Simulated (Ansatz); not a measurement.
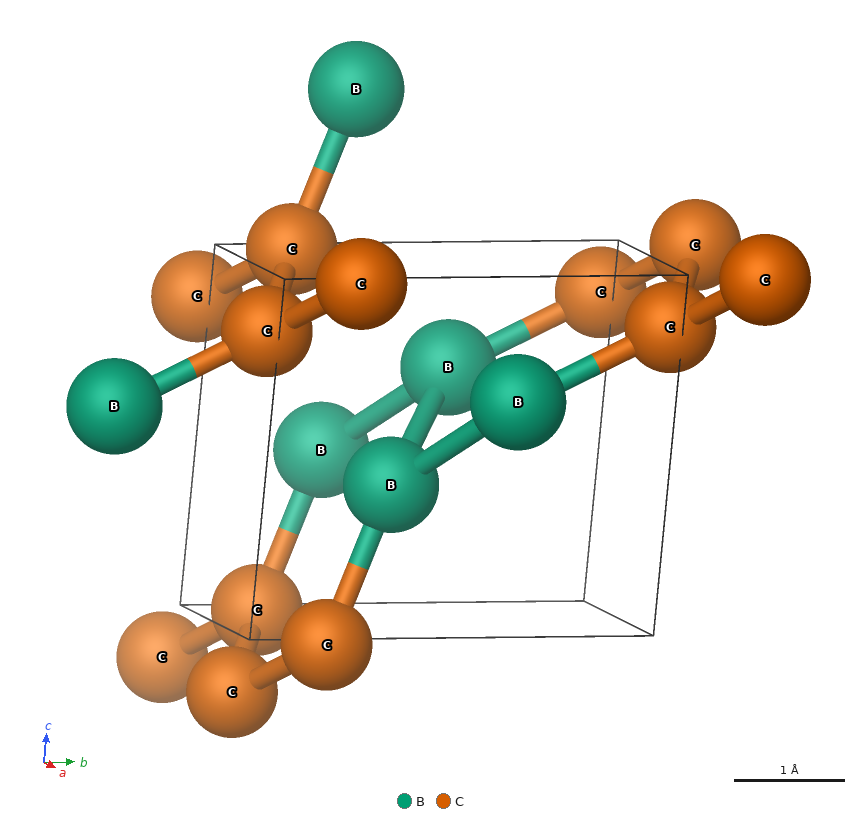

Drawn in the ball-and-stick manner and seen slightly off an axis. The cell (the run's own, in a reduced setting) is outlined; an atom on or near a face, edge or corner is repeated at each equivalent position. Every bond is drawn to its end, so some atoms lie outside the box.

```yaml
crystal:
  lattice:
    - [2.47354, 0.00000, 0.00000]
    - [1.23677, -2.48245, 2.42704]
    - [1.23677, -2.48245, -2.42704]
  atoms:
    - { symbol: B, position: [0.12497, 0.58588, 0.66418] }
    - { symbol: B, position: [0.87503, 0.33582, 0.41412] }
    - { symbol: C, position: [0.16896, 0.16093, 0.00114] }
    - { symbol: C, position: [0.83104, 0.99886, 0.83907] }
```

Electronic-structure method: DFT PBE, scalar-relativistic, plane waves, PAW (Ansatz 0.2.0). Parameters: a kinetic-energy cutoff of 420 eV, k-points about 0.14 Å⁻¹ apart, Gaussian smearing of 0.1 eV, no spin polarisation.

### What charge does Bader's analysis assign to each element?

B +0.78 e; C -0.78 e.

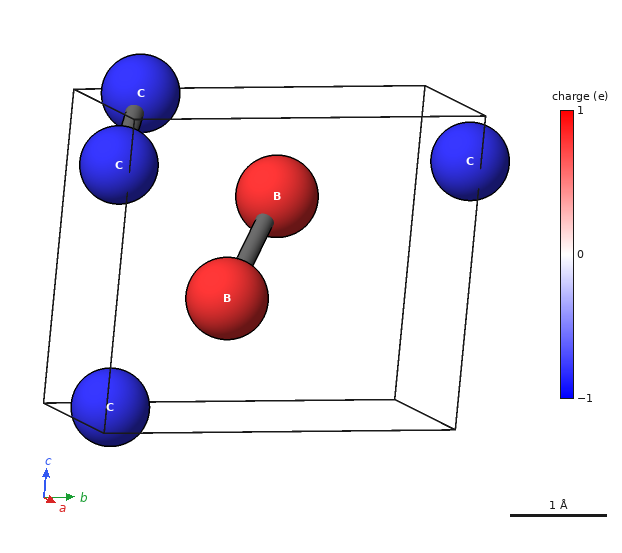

The atoms coloured by those charges.

The structure was taken from a structure type filled with these elements by a generator (whether the compound takes this form wasn't checked). Earlier steps of the study may have refined or changed the cell and positions. It was run through Ansatz as a DFT input.
